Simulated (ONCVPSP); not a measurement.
## Pseudopotential generation, with input and output: Br

- system: bromine (Br, Z = 35), core [Ar] 3d10, reference valence 4s2 4p5, valence charge 7.
- method: ONCV potential, PBEsol, non-relativistic, made with ONCVPSP 4.0.1

**The input**
```
# ATOM AND REFERENCE CONFIGURATION
# atsym  z   nc   nv     iexc    psfile
  Br 35.00    6    2  -116133      upf
#
#   n    l    f
    1    0    2.00
    2    0    2.00
    2    1    6.00
    3    0    2.00
    3    1    6.00
    3    2   10.00
    4    0    2.00
    4    1    5.00
#
# PSEUDOPOTENTIAL AND OPTIMIZATION
# lmax
    2
#
#   l,   rc,      ep,       ncon, nbas, qcut
    0    1.50    0.00    4    7    4.00
    1    1.20    0.00    4    8    6.60
    2    1.45    0.15    4    8    7.30
#
# LOCAL POTENTIAL
# lloc, lpopt,  rc(5),   dvloc0
    4    5    0.85    0.00
#
# VANDERBILT-KLEINMAN-BYLANDER PROJECTORs
# l, nproj, debl
    0    2    1.30
    1    1    3.90
    2    1    1.20
#
# MODEL CORE CHARGE
# icmod, fcfact, rcfact
    0    0.00    0.00
#
# LOG DERIVATIVE ANALYSIS
# epsh1, epsh2, depsh
   -2.00    5.00    0.02
#
# OUTPUT GRID
# rlmax, drl
    6.00    0.01
#
# TEST CONFIGURATIONS
# ncnf
    4
# nvcnf
#   n    l    f
    2
    4    0    2.00
    4    1    4.00
#
    2
    4    0    2.00
    4    1    3.00
#
    2
    4    0    2.00
    4    1    2.00
#
    2
    4    0    2.00
    4    1    4.50
#
```

The log's header says scalar-relativistic, as this program prints it for non-relativistic runs too.

Hardware: 1 CPU thread, shared host.

Run as:
```bash
oncvpspnr.x < Br.dat > Br.out
```

**The program's output (extracts)**
```
ONCVPSP  (Optimized Norm-Conservinng Vanderbilt PSeudopotential)
scalar-relativistic version 4.0.1

#   n    l    f        energy (Ha)
    1    0    2.00    -4.8060927E+02
    2    0    2.00    -6.1752997E+01
    2    1    6.00    -5.5678092E+01
    3    0    2.00    -8.4243327E+00
    3    1    6.00    -6.3003055E+00
    3    2   10.00    -2.5115756E+00
    4    0    2.00    -7.1354488E-01
    4    1    5.00    -2.8995550E-01

Reference configufation results
  iterations    24
  all-electron total energy (Ha)   -2.57210706D+03

Begin loop to  construct optimized pseudo wave functions
and semi-local pseudopoentials for all angular momenta

   Wellstate for l =  0  n =  5
     eigenvalue =   0.5865
     asymptotic potential =   1.0865
     half-point radius =  3.5556

Calculating optimized projector #   1

 for l=   0

    Fraction of norm inside rc  0.410015
    Optimizing pswf for qcut=   3.99 a_B^-1,  ecut=   7.95 Ha
    Residual kinetic energy error=  1.34D-02 Ha

    Energy error per electron        Cutoff
         Ha          eV             Ha
         0.01000     0.27211        8.69
         0.00100     0.02721       39.26
         0.00010     0.00272       51.65
         0.00001     0.00027       59.70

Calculating optimized projector #   2

 for l=   0

    Fraction of norm inside rc  0.131785
    Optimizing pswf for qcut=   3.99 a_B^-1,  ecut=   7.95 Ha
    Residual kinetic energy error=  1.07D-02 Ha

    Energy error per electron        Cutoff
         Ha          eV             Ha
         0.01000     0.27211        8.08
         0.00100     0.02721       21.90
         0.00010     0.00272       67.77
         0.00001     0.00027       81.28

Calculating optimized projector #   1

 for l=   1

    Fraction of norm inside rc  0.107410
    Optimizing pswf for qcut=   6.61 a_B^-1,  ecut=  21.84 Ha
    Residual kinetic energy error=  5.09D-03 Ha

    Energy error per electron        Cutoff
         Ha          eV             Ha
         0.01000     0.27211        6.58
         0.00100     0.02721      115.33
         0.00010     0.00272      144.76
         0.00001     0.00027      200.09

   Wellstate for l =  2  n =  4
     eigenvalue =   0.1500
     asymptotic potential =   0.6500
     half-point radius =  9.2995

Calculating optimized projector #   1

 for l=   2

    Fraction of norm inside rc  0.019380
    Optimizing pswf for qcut=   7.30 a_B^-1,  ecut=  26.62 Ha
    Residual kinetic energy error=  2.98D-04 Ha

    Energy error per electron        Cutoff
         Ha          eV             Ha
         0.01000     0.27211        5.80
         0.00100     0.02721       21.83
         0.00010     0.00272       63.23
         0.00001     0.00027      110.75

Construct Vanderbilt / Kleinmman-Bylander projectors

B matrix Hermiticity error, ll=   0
   1   2    1.3370E-08

  Orthonormal projector coefficients  1.4545E+01  2.8322E+00

Pseudoatom total energy  -13.259165

Diagnostic tests using Vanderbilt-Kleinman-Bylander pseudopotentials
  1 or more projectors used as specified by nproj input data

   l    rcore       rmatch      e in        delta e   norm test  slope test

   0   1.5024454   1.5480629  -0.7135449   0.0000000   1.0000000   1.0000001
   0   1.5024454   1.5480629   0.5864551  -0.0000000   1.0000000   1.0000000

   1   1.2041301   1.2406901  -0.2899555  -0.0000001   0.9999998   1.0000004

   2   1.4581721   1.5024454   0.1500000  -0.0000008   1.0000000   1.0000000

 Testing for bound ghosts
   n   l    E NL Schr. Eq   E Basis Diag.   E Cutoff

       0                       -2.247160     82.76  WARNING - GHOST(-)
   1   0       -0.713545       -0.709825     82.76

   2   1       -0.289956       -0.212963    151.09

 Testing for highly-localized positive-energy ghosts
       l    <radius>/rc     E Basis Diag.   E Cutoff

       1        0.703102        0.864551    151.09  WARNING - GHOST(+)

Test configuration 0

   n   l     f        eae           eps        diff
   1   0  2.0000 -480.60927136
   2   0  2.0000  -61.75299666
   2   1  6.0000  -55.67809190
   3   0  2.0000   -8.42433274
   3   1  6.0000   -6.30030550
   3   2 10.0000   -2.51157556
   4   0  2.0000   -0.71354488   -0.71354488    0.00D+00
   4   1  5.0000   -0.28995550   -0.28995562   -1.23D-07

    Total energies and differences
      AE_ref= -2.57210706D+03  AE_tst= -2.57210706D+03  dif=  0.00D+00
      PS_ref= -1.32591646D+01  PS_tst= -1.32591646D+01  dif=  1.42D-14
      PSP excitation error= -1.42D-14

Test configuration 1

   n   l     f        eae           eps        diff
   1   0  2.0000 -481.02617412
   2   0  2.0000  -62.16652920
   2   1  6.0000  -56.09210313
   3   0  2.0000   -8.83549983
   3   1  6.0000   -6.71141209
   3   2 10.0000   -2.92214392
   4   0  2.0000   -1.08843263   -1.08721585    1.22D-03
   4   1  4.0000   -0.64256214   -0.64192480    6.37D-04

    Total energies and differences
      AE_ref= -2.57210706D+03  AE_tst= -2.57164476D+03  dif=  4.62D-01
      PS_ref= -1.32591646D+01  PS_tst= -1.27971513D+01  dif=  4.62D-01
      PSP excitation error=  2.84D-04

Test configuration 2

   n   l     f        eae           eps        diff
   1   0  2.0000 -481.50988470
   2   0  2.0000  -62.64377744
   2   1  6.0000  -56.57024296
   3   0  2.0000   -9.30809933
   3   1  6.0000   -7.18387311
   3   2 10.0000   -3.39358142
   4   0  2.0000   -1.50602613   -1.50283306    3.19D-03
   4   1  3.0000   -1.03684722   -1.03537123    1.48D-03

    Total energies and differences
      AE_ref= -2.57210706D+03  AE_tst= -2.57080811D+03  dif=  1.30D+00
      PS_ref= -1.32591646D+01  PS_tst= -1.19615683D+01  dif=  1.30D+00
      PSP excitation error=  1.35D-03

Test configuration 3

   n   l     f        eae           eps        diff
   1   0  2.0000 -482.05163203
   2   0  2.0000  -63.17554236
   2   1  6.0000  -57.10336743
   3   0  2.0000   -9.83255218
   3   1  6.0000   -7.70809422
   3   2 10.0000   -3.91624445
   4   0  2.0000   -1.95703255   -1.95154361    5.49D-03
   4   1  2.0000   -1.46421017   -1.46258706    1.62D-03

    Total energies and differences
      AE_ref= -2.57210706D+03  AE_tst= -2.56956006D+03  dif=  2.55D+00
      PS_ref= -1.32591646D+01  PS_tst= -1.07151873D+01  dif=  2.54D+00
      PSP excitation error=  3.02D-03

Test configuration 4

   n   l     f        eae           eps        diff
   1   0  2.0000 -480.80858804
   2   0  2.0000  -61.95098415
   2   1  6.0000  -55.87627098
   3   0  2.0000   -8.62139680
   3   1  6.0000   -6.49734798
   3   2 10.0000   -2.70840562
   4   0  2.0000   -0.89484908   -0.89434341    5.06D-04
   4   1  4.5000   -0.46032330   -0.46005617    2.67D-04

    Total energies and differences
      AE_ref= -2.57210706D+03  AE_tst= -2.57192002D+03  dif=  1.87D-01
      PS_ref= -1.32591646D+01  PS_tst= -1.30721920D+01  dif=  1.87D-01
      PSP excitation error=  6.19D-05
```

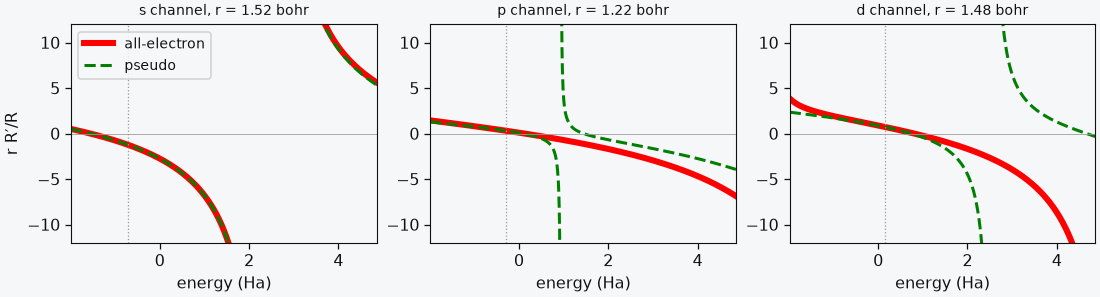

Logarithmic derivatives r R′/R at the test radius against energy, all-electron atom (solid) and pseudo-atom (dashed). Here R(r) is the radial function. The dotted line marks the reference energy of the channel. Not drawn: f: not judged.

- Poles, where the radial function vanishes at the test radius: s: all-electron at 2.5 Ha, pseudo at 2.5 Ha; p: all-electron at no energy in the range, pseudo at 0.9 Ha; d: all-electron at no energy in the range, pseudo at 2.5 Ha.
- Zeros of the logarithmic derivative: s: all-electron -1.5 Ha, pseudo -1.5 Ha; p: all-electron 0.1 Ha, pseudo 0.1 and 1.4 Ha; d: all-electron 0.8 Ha, pseudo 0.7 and 4.7 Ha. The potential isn't sound: its ghost test gives GHOST(-) flagged for s at -61.1 eV; GHOST(+) flagged for p at 23.5 eV.

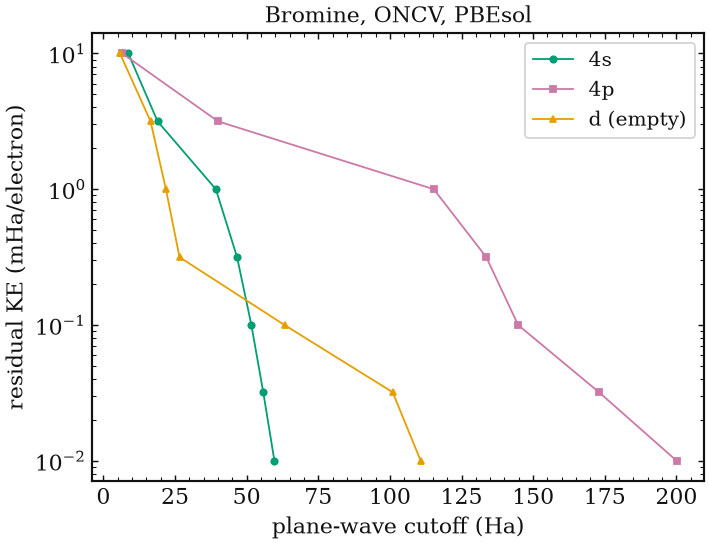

Residual kinetic energy of the pseudo-waves (the first of each channel, and further valence shells) beyond the plane-wave cutoff, as the generator prints it.

- Cutoffs for 1 mHa per electron: 4p: 115 Ha; 4s: 39 Ha; d (empty): 22 Ha.
- Hardest wave at 1 mHa per electron: 4p, with rc = 1.20 bohr and qcut = 6.6 1/bohr. The optimisation minimises, but can't always remove, the kinetic energy above qcut²/2 = 21.8 Ha, and a larger rc would as a rule soften the wave at some cost in transferability.
- Cutoffs for the occupied states: 115 Ha for 1 mHa and 145 Ha for 0.1 mHa per electron. The first is set by 4p.

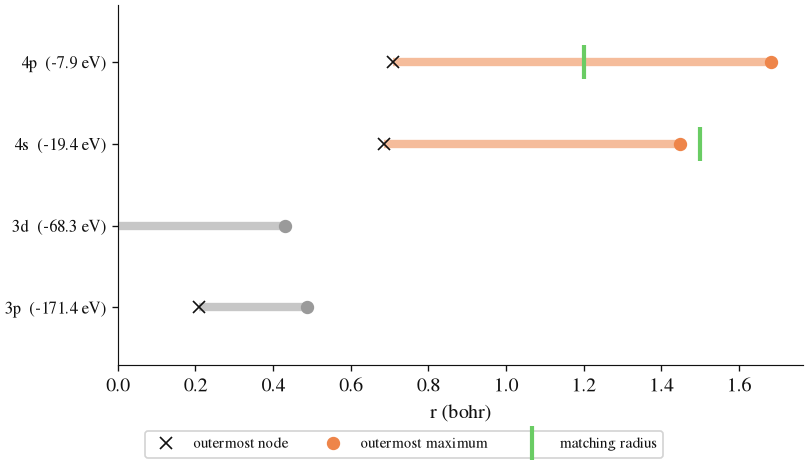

Outer shells of the all-electron reference atom: each bar runs from the outermost node (or the nucleus) to the outermost maximum of u(r); the tick is the radius chosen for the pseudo-wave. Shells without a tick have no pseudo-wave of their own. Levels, nodes and maxima are from ld1.x, non-relativistic.

- Radii against the shells: 4s: 1.50 bohr, outside the maximum; 4p: 1.20 bohr, between node and maximum.

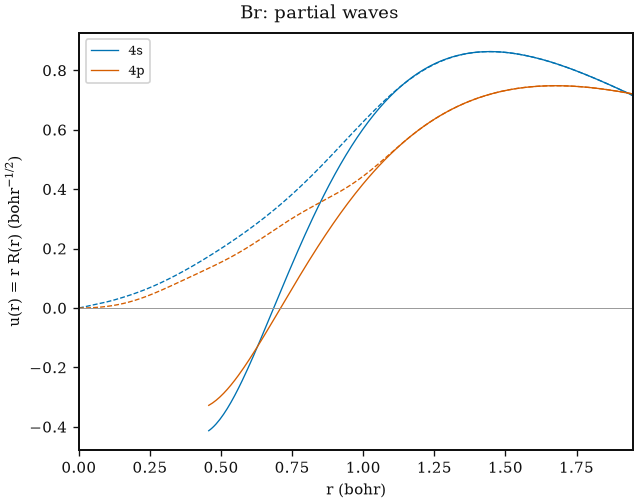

Partial waves u(r) = r R(r), all-electron (solid) and pseudo (dashed). The innermost oscillations of some all-electron curves aren't drawn. Reference configuration 4s2 4p5.

- Matching radii: 4s at 1.50 bohr; 4p at 1.20 bohr. The curves merge smoothly, so the plot gives these only roughly.
- Nodes of the pseudo-waves: 4s has no node; 4p has no node.
- Cutoffs needed: 115 Ha (loose) and 145 Ha (tight), as the cutoffs at which the residual kinetic energy of the hardest occupied pseudo-wave falls to 1 and 0.1 mHa per electron.

**Key numbers**

- outcome: generated, with a ghost state
- cutoffs needed: 115 Ha and 145 Ha (the cutoffs at which the residual kinetic energy of the hardest occupied pseudo-wave falls to 1 and 0.1 mHa per electron)
- ghost test: GHOST(-) flagged for s at -61.1 eV; GHOST(+) flagged for p at 23.5 eV
- largest excitation error: +82 meV (all-electron minus pseudo) for 4s2 4p2, out of 4 test configurations
- clearest signs, in the scattering phases, of states that the all-electron atom lacks: p near 0.9 Ha
- range over which the phases arctan(r R′/R) at the test radius agree within 0.05 rad (a looser test near the poles than one of phase shifts): s: over the whole range computed; p: between about -1.6 and 0.2 Ha; d: between about -1.0 and 0.6 Ha; f: not judged, local potential alone
- wall time: 4.8 s

**Remarks**

The potential has a bound ghost state, so it can't be used as it stands.
